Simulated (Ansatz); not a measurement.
# Si2H4 (SMILES [SiH][SiH3]) at 3 levels

Wanted: a comparison of 3 runs (U-wB97X/STO-3G, UCCSD/STO-3G, UCCSD(T)/STO-3G) of Si2H4. 

The results are computed with Ansatz 0.2.0.

29 further runs of the same task are left out: 29 set aside as unsound or not needed.

### Step 1. Starting point

The species is Si2H4 (6 atoms), meant as a triplet with charge 0. SMILES: `[SiH][SiH3]`. The Si2–Si1 distance was set to 2.817 Å, away from the relaxed value.

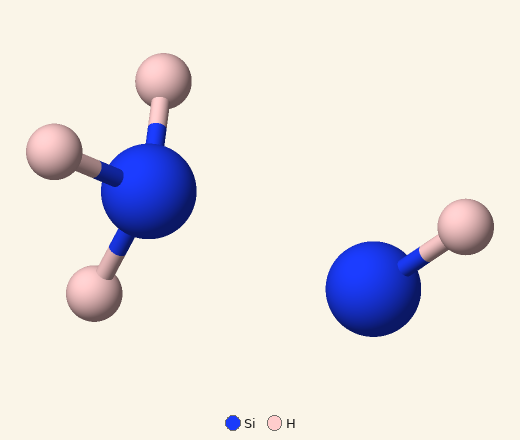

Viewed from a chosen angle; silicon blue, hydrogen pink.

### Step 2. The energy at U-wB97X/STO-3G (run 1)

File molecule.yaml:

```yaml
crystal:
  periodic: [false, false, false]
  atoms:
    - {symbol: Si, position_ang: [0.478423, -2.100636, 0.420595]}
    - {symbol: Si, position_ang: [-0.300130, 0.523270, -0.245660]}
    - {symbol: H, position_ang: [1.583633, -2.542576, 1.289005]}
    - {symbol: H, position_ang: [-1.456530, 0.376070, -1.136010]}
    - {symbol: H, position_ang: [0.714920, 1.325330, -0.951090]}
    - {symbol: H, position_ang: [-0.708920, 1.369020, 0.889660]}
basis:
  gaussian: {orbitals: STO-3G}
magnetization: {spin_polarized: true, initial_magnetization: 2}
hamiltonian: {xc: {name: wB97X}}
accuracy: high
```

Command:

```console
$ ansatz run molecule.yaml --threads 1 --pin off --max-ram 2610MiB --events-out events.jsonl --progress --plain --runs-dir runs
```

The program printed:

```text
Warning: RAYON_NUM_THREADS=1 ignored (pool sized by the plan → 1); use --threads N
Functional definition: wB97X
  name "wB97X"
  parameter omega = 0.3/bohr
  parameter cx = 0.157706
  parameter cx1 = 0.726479
  parameter cx2 = 1.04760
  parameter cx3 = -5.70635
  parameter cx4 = 13.2794
  parameter css1 = -4.33879
  parameter css2 = 18.2308
  parameter css3 = -31.7430
  parameter css4 = 17.2901
  parameter cos1 = 2.37031
  parameter cos2 = -11.3995
  parameter cos3 = 6.58405
  parameter cos4 = -3.78132
  exchange = spin_sum(e_x_unif_sr(omega)*poly(b97_u_x, 1 - cx, cx1, cx2, cx3, cx4)) + cx*exact_x_sr(omega)
      + exact_x_lr(omega)
  correlation = spin_sum(e_c_pw_same_spin*poly(b97_u_same, 1, css1, css2, css3, css4))
      + integral(e_c_pw_opposite_spin*poly(b97_u_opposite, 1, cos1, cos2, cos3, cos4))
374 factors; integrals over basis functions are off by at most 1.1e-8 eV
164 factors; integrals over basis functions are off by at most 1.2e-9 eV
mean field evaluation 1: about -15631.1651 eV, gradient 7.5e0 eV
mean field evaluation 2: about -15631.7470 eV, gradient 3.0e0 eV
mean field evaluation 4: about -15631.8638 eV, gradient 3.4e-1 eV
mean field evaluation 8: about -15631.8116 eV, gradient 3.7e-2 eV
mean field evaluation 16: about -15631.8117 eV, gradient 3.8e-6 eV
mean field -15631.81173092 eV, -574.4584854887 hartree, gradient 5.3e-8 eV, S^2 2.010118; 0 other end points of the search recorded, 0 dependent functions left out
reference -15631.81172917 eV, -574.4584854243 hartree; 17, 15 occupied and 5, 7 virtual orbitals, 374 factors
Total energy: -15631.81172917 eV, -574.4584854243 hartree
```

Run time: 7.5 s. Hardware: 1 thread of AMD EPYC 9R14 (Zen 4), shared host; peak memory 0.47 GiB.

### Step 3. The energy at UCCSD/STO-3G (run 2)

molecule.yaml, as its differences from that of step 2:

```diff
@@ -10,5 +10,12 @@
 basis:
-  gaussian: {orbitals: STO-3G}
-magnetization: {spin_polarized: true, initial_magnetization: 2}
-hamiltonian: {xc: {name: wB97X}}
+  gaussian:
+    orbitals: STO-3G
+magnetization:
+  spin_polarized: true
+  initial_magnetization: 2
+correlation:
+  method: ccsd
+  frozen_orbitals: {H: 0, Si: 5}
 accuracy: high
+scf:
+  omitted_lower_state_checks: [cluster_reference, increment]
```

Command:

```console
$ ansatz run molecule.yaml --threads 1 --pin off --max-ram 2610MiB --events-out events.jsonl --progress --plain --runs-dir runs
```

The program printed:

```text
Warning: RAYON_NUM_THREADS=1 ignored (pool sized by the plan → 1); use --threads N
[... 11 lines left out ...]
10 core orbitals not correlated: weight in the atoms' cores, before any rotation towards them, 1.000 or more for the frozen orbitals, at most 0.000 for the correlated occupied ones
[... 28 lines left out ...]
Total energy: -15604.86803395 eV, -573.4683228880 hartree
Checks for a lower state left out: cluster_reference, increment
```

It took 0.2 s on 1 thread of AMD EPYC 9R14 (Zen 4), shared host.

### Step 4. The energy at UCCSD(T)/STO-3G (run 3)

File molecule.yaml:

```yaml
crystal:
  periodic: [false, false, false]
  atoms:
    - symbol: Si
      position_ang: [0.478423, -2.100636, 0.420595]
    - symbol: Si
      position_ang: [-0.300130, 0.523270, -0.245660]
    - symbol: H
      position_ang: [1.583633, -2.542576, 1.289005]
    - symbol: H
      position_ang: [-1.456530, 0.376070, -1.136010]
    - symbol: H
      position_ang: [0.714920, 1.325330, -0.951090]
    - symbol: H
      position_ang: [-0.708920, 1.369020, 0.889660]
basis:
  gaussian: {orbitals: STO-3G}
magnetization: {spin_polarized: true, initial_magnetization: 2}
correlation: {method: ccsd_t, frozen_orbitals: {H: 0, Si: 5}}
accuracy: high
scf: {omitted_lower_state_checks: [cluster_reference, increment]}
```

Command:

```console
$ ansatz run molecule.yaml --threads 1 --pin off --max-ram 2610MiB --events-out events.jsonl --progress --plain --runs-dir runs
```

The program printed:

```text
Warning: RAYON_NUM_THREADS=1 ignored (pool sized by the plan → 1); use --threads N
[... 11 lines left out ...]
10 core orbitals not correlated: weight in the atoms' cores, before any rotation towards them, 1.000 or more for the frozen orbitals, at most 0.000 for the correlated occupied ones
[... 29 lines left out ...]
Total energy: -15604.89949999 eV, -573.4694792439 hartree
Checks for a lower state left out: cluster_reference, increment
```

Run time: 0.22 s. Hardware: 1 thread of AMD EPYC 9R14 (Zen 4), shared host.

### Step 5. All runs side by side

| run | level | frozen core orbitals | energy (Eh) | ⟨S²⟩ | wall time |
| --- | --- | --- | --- | --- | --- |
| 1 | U-wB97X/STO-3G | – | -574.458485 | 2.010 | 7.5 s |
| 2 | UCCSD/STO-3G | 10 | -573.468323 | 2.061 | 0.2 s |
| 3 | UCCSD(T)/STO-3G | 10 | -573.469479 | 2.061 | 0.22 s |

### Step 6. Results

| quantity | value |
| --- | --- |
| run 3: total energy | -573.46948 Eh |
| run 3: correlation energy (10 core orbitals frozen) | -99.9 mEh |
| run 3: (T) correction | -1.16 mEh |
| run 3: ⟨S²⟩ of the reference determinant | 2.061 |
| run 3: T1 diagnostic | 0.033 |

**Reading.** In runs 1, 2, 3 the basis is minimal, so the values are rough. All runs together took 7.9 s, the longest 7.5 s.
